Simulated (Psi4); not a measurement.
**Single-point calculation, with input and output: AsF₃ (part 2 of 2)**

Continued. System: AsF₃ (arsenic trifluoride), multiplicity 3, SMILES F[As](F)F. Method: MP2/cc-pVDZ, UHF (Psi4 1.11). The geometry is that of the parent species in another charge or spin state. The geometry comes from this level: PBE0-D4/def2-TZVP.

Geometry of the input (Å):
```
F  -0.4459  0.3956  1.3626
As -0.4620  -0.4572  -0.1256
F  1.2040  -0.8659  -0.1127
F  -0.2962  0.9276  -1.1243
```

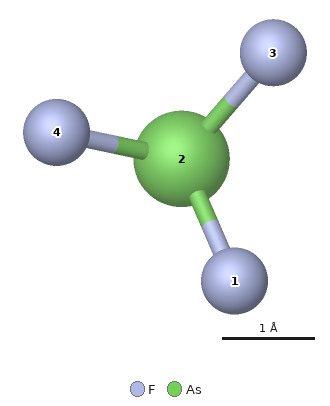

The structure as given in the input (ball-and-stick view, seen on its broad side; atoms are numbered from 1 in the order of the input).

The program's output, continued
```
      Number of irreps:                  1
      Integral cutoff                 1.00e-12
      Number of functions per irrep: [  69 ]

 OEINTS: Overlap, kinetic, potential, dipole, and quadrupole integrals
         stored in file 35.

      Computing two-electron integrals...done
      Computed 2725910 non-zero two-electron integrals.
        Stored in file 33.

  Module OCC Options:
  ----------------------------------------------------------------------------
  ACTIVE                        => (empty)
  BASIS_RELATIVISTIC            => (empty)
  BENCH                         => (empty)
  CACHELEVEL                    => (empty)
  CCL_ENERGY                    => (empty)
  CC_MAXITER                    => (empty)
  CC_TYPE                       => (empty)
  CEPA_OS_SCALE                 => (empty)
  CEPA_SOS_SCALE                => (empty)
  CEPA_SS_SCALE                 => (empty)
  CEPA_TYPE                     => (empty)
  CI_TYPE                       => (empty)
  CUBEPROP_BASIS_FUNCTIONS      => (empty)
  CUBEPROP_FILEPATH             => (empty)
  CUBEPROP_ISOCONTOUR_THRESHOLD => (empty)
  CUBEPROP_ORBITALS             => (empty)
  CUBEPROP_TASKS                => (empty)
  CUBIC_BASIS_TOLERANCE         => (empty)
  CUBIC_BLOCK_MAX_POINTS        => (empty)
  CUBIC_GRID_OVERAGE            => (empty)
  CUBIC_GRID_SPACING            => (empty)
  CUTOFF                        => (empty)
  DDX                           => (empty)
  DEBUG                         => (empty)
  DERTYPE                       => (empty)
  DF_BASIS_CC                   => (empty)
  DIE_IF_NOT_CONVERGED          => (empty)
  DIIS_MAX_VECS                 => (empty)
  DIIS_MIN_VECS                 => (empty)
  DKH_ORDER                     => (empty)
  DOCC                          => (empty)
  DO_DIIS                       => (empty)
  DO_LEVEL_SHIFT                => (empty)
  DO_SCS                        => (empty)
  DO_SOS                        => (empty)
  E3_SCALE                      => (empty)
  EA_POLES                      => (empty)
  EKT_EA                        => (empty)
  EKT_IP                        => (empty)
  EP_EA_POLES                   => (empty)
  EP_IP_POLES                   => (empty)
  EP_MAXITER                    => (empty)
  EXTERNAL_POTENTIAL_SYMMETRY   => (empty)
  E_CONVERGENCE                 => 1e-09           !
  FREEZE_CORE                   => (empty)
  FREEZE_CORE_POLICY            => (empty)
  FROZEN_DOCC                   => (empty)
  FROZEN_UOCC                   => (empty)
  INTEGRAL_PACKAGE              => (empty)
  IP_POLES                      => (empty)
  LEVEL_SHIFT                   => (empty)
  LITERAL_CFOUR                 => (empty)
  LS_THC_BASIS_TOLERANCE        => (empty)
  LS_THC_DF                     => (empty)
  LS_THC_PRUNING_SCHEME         => (empty)
  LS_THC_RADIAL_POINTS          => (empty)
  LS_THC_SPHERICAL_POINTS       => (empty)
  LS_THC_S_EPSILON              => (empty)
  LS_THC_WEIGHTS_TOLERANCE      => (empty)
  MAT_NUM_COLUMN_PRINT          => (empty)
  MAX_MOGRAD_CONVERGENCE        => (empty)
  MAX_RADIAL_MOMENT             => (empty)
  MBIS_D_CONVERGENCE            => (empty)
  MBIS_MAXITER                  => (empty)
  MBIS_PRUNING_SCHEME           => (empty)
  MBIS_RADIAL_POINTS            => (empty)
  MBIS_SPHERICAL_POINTS         => (empty)
  MOGRAD_DAMPING                => (empty)
  MOLDEN_WITH_VIRTUAL           => (empty)
  MO_MAXITER                    => (empty)
  MO_READ                       => (empty)
  MO_STEP_MAX                   => (empty)
  MO_WRITE                      => (empty)
  MP2_OS_SCALE                  => (empty)
  MP2_SOS_SCALE                 => (empty)
  MP2_SOS_SCALE2                => (empty)
  MP2_SS_SCALE                  => (empty)
  MP2_TYPE                      => CONV            !
  MP_TYPE                       => (empty)
  NAT_ORBS                      => (empty)
  NUM_FROZEN_DOCC               => 12              !
  NUM_FROZEN_UOCC               => (empty)
  NUM_GPUS                      => (empty)
  OCC_ORBS_PRINT                => (empty)
  OEPROP                        => (empty)
  OPT_METHOD                    => (empty)
  ORBITAL_OPTIMIZER_PACKAGE     => (empty)
  ORB_OPT                       => FALSE           !
  ORB_RESP_SOLVER               => (empty)
  ORTH_TYPE                     => (empty)
  OS_SCALE                      => (empty)
  PARENT_SYMMETRY               => (empty)
  PCG_BETA_TYPE                 => (empty)
  PCG_CONVERGENCE               => (empty)
  PCG_MAXITER                   => (empty)
  PCM                           => (empty)
  PE                            => (empty)
  PRINT                         => (empty)
  PRINT_NOONS                   => (empty)
  PROPERTIES                    => (empty)
  PROPERTIES_ORIGIN             => (empty)
  PUREAM                        => TRUE            !
  QC_MODULE                     => (empty)
  RAS1                          => (empty)
  RAS2                          => (empty)
  RAS3                          => (empty)
  RAS4                          => (empty)
  RELATIVISTIC                  => (empty)
  RELAXED                       => (empty)
  REMP_A                        => (empty)
  RESTRICTED_DOCC               => (empty)
  RESTRICTED_UOCC               => (empty)
  RMS_MOGRAD_CONVERGENCE        => (empty)
  R_CONVERGENCE                 => (empty)
  SCF_TYPE                      => PK              !
  SCREENING                     => (empty)
  SCS_TYPE                      => (empty)
  SOCC                          => (empty)
  SOS_TYPE                      => (empty)
  SPIN_SCALE_TYPE               => NONE            !
  SS_SCALE                      => (empty)
  SYMMETRIZE                    => (empty)
  TPDM_ABCD_TYPE                => (empty)
  WFN                           => (empty)
  WFN_TYPE                      => OMP2            !
  WRITER_FILE_LABEL             => (empty)
  ZORA_BASIS_TOLERANCE          => (empty)
  ZORA_NR_DEBUG                 => (empty)
  ZORA_PRUNING_SCHEME           => (empty)
  ZORA_RADIAL_POINTS            => (empty)
  ZORA_SPHERICAL_POINTS         => (empty)

 ==============================================================================
 ==============================================================================
 ==============================================================================

                             MP2

 ==============================================================================
 ==============================================================================
 ==============================================================================

	MO spaces per irreps...

	IRREP   FC   AOCC  BOCC  AVIR    BVIR  FV
	==========================================
	   A    12    19    17    38     40     0
	==========================================

	Computing MP2 energy using SCF MOs (Canonical MP2)...
	==============================================================================
	Nuclear Repulsion Energy (a.u.)    :   325.34001015998183
	SCF Energy (a.u.)                  : -2532.33531394580586
	REF Energy (a.u.)                  : -2532.33531394580586
	Alpha-Alpha Contribution (a.u.)    :    -0.09581170928623
	Alpha-Beta Contribution (a.u.)     :    -0.48047071232590
	Beta-Beta Contribution (a.u.)      :    -0.09457724575454
	Scaled_SS Correlation Energy (a.u.):    -0.06346298501359
	Scaled_OS Correlation Energy (a.u.):    -0.57656485479108
	SCS-MP2 Total Energy (a.u.)        : -2532.97534178561091
	SOS-MP2 Total Energy (a.u.)        : -2532.91187880059715
	SCSN-MP2 Total Energy (a.u.)       : -2532.67039850667743
	SCS-MP2-VDW Total Energy (a.u.)    : -2533.04551093510327
	SOS-PI-MP2 Total Energy (a.u.)     : -2533.00797294306221
	MP2 Correlation Energy (a.u.)      :    -0.67085966736667
	MP2 Total Energy (a.u.)            : -2533.00617361317245
	==============================================================================

	total time  =          1 seconds =       0.02 minutes

  Variable Map:
  ----------------------------------------------------------------------------
  "CURRENT CORRELATION ENERGY"           =>      -0.670859667367
  "CURRENT ENERGY"                       =>   -2533.006173613172
  "CURRENT REFERENCE ENERGY"             =>   -2532.335313945806
  "DD SOLVATION ENERGY"                  =>       0.000000000000
  "HF KINETIC ENERGY"                    =>    2531.750792417801
  "HF POTENTIAL ENERGY"                  =>   -5064.086106363607
  "HF TOTAL ENERGY"                      =>   -2532.335313945806
  "HF VIRIAL RATIO"                      =>       2.000230876408
  "MP2 CORRELATION ENERGY"               =>      -0.670859667367
  "MP2 DOUBLES ENERGY"                   =>      -0.670859667367
  "MP2 OPPOSITE-SPIN CORRELATION ENERGY" =>      -0.480470712326
  "MP2 SAME-SPIN CORRELATION ENERGY"     =>      -0.190388955041
  "MP2 SINGLES ENERGY"                   =>       0.000000000000
  "MP2 TOTAL ENERGY"                     =>   -2533.006173613172
  "NUCLEAR REPULSION ENERGY"             =>     325.340010159982
  "ONE-ELECTRON ENERGY"                  =>   -4177.673751983575
  "PCM POLARIZATION ENERGY"              =>       0.000000000000
  "PE ENERGY"                            =>       0.000000000000
  "SCF ITERATION ENERGY"                 =>   -2532.335313945806
  "SCF ITERATIONS"                       =>      30.000000000000
  "SCF TOTAL ENERGY"                     =>   -2532.335313945806
  "SCS(N)-MP2 CORRELATION ENERGY"        =>      -0.335084560872
  "SCS(N)-MP2 TOTAL ENERGY"              =>   -2532.670398506677
  "SCS-MP2 CORRELATION ENERGY"           =>      -0.640027839805
  "SCS-MP2 TOTAL ENERGY"                 =>   -2532.975341785611
  "SCS-MP2-VDW CORRELATION ENERGY"       =>      -0.710196989297
  "SCS-MP2-VDW TOTAL ENERGY"             =>   -2533.045510935103
  "SOS-MP2 CORRELATION ENERGY"           =>      -0.576564854791
  "SOS-MP2 TOTAL ENERGY"                 =>   -2532.911878800597
  "SOS-PI-MP2 CORRELATION ENERGY"        =>      -0.672658997256
  "SOS-PI-MP2 TOTAL ENERGY"              =>   -2533.007972943062
  "TWO-ELECTRON ENERGY"                  =>    1319.998427877787

  Array Variable Map:
  ----------------------------------------------------------------------------
  "CURRENT DIPOLE"                       =>      -0.982291762610 ... -0.130559554260 1 by 3
  "SCF DIPOLE"                           =>      -0.982291762610 ... -0.130559554260 1 by 3
  "SCF TOTAL ENERGIES"                   =>   -2528.065688722833 ... -2532.335313945806 1 by 31

    Psi4 run time: 0:01:10.37
```

Summary

| quantity | value |
| --- | --- |
| outcome | converged |
| total energy | −2533.006174 hartree |
| SCF energy | −2532.335314 hartree |
| MP2 energy | −2533.006174 hartree |
| correlation energy | −0.670860 hartree |
| basis functions | 69 |
| ⟨S²⟩ | 2.015 |
| hardware | 1 thread of Intel Xeon @ 2.50GHz (Skylake/Cascade Lake), 189 GiB of memory available, shared host |
| wall time | 73 s |
| peak memory | 0.43 GiB |
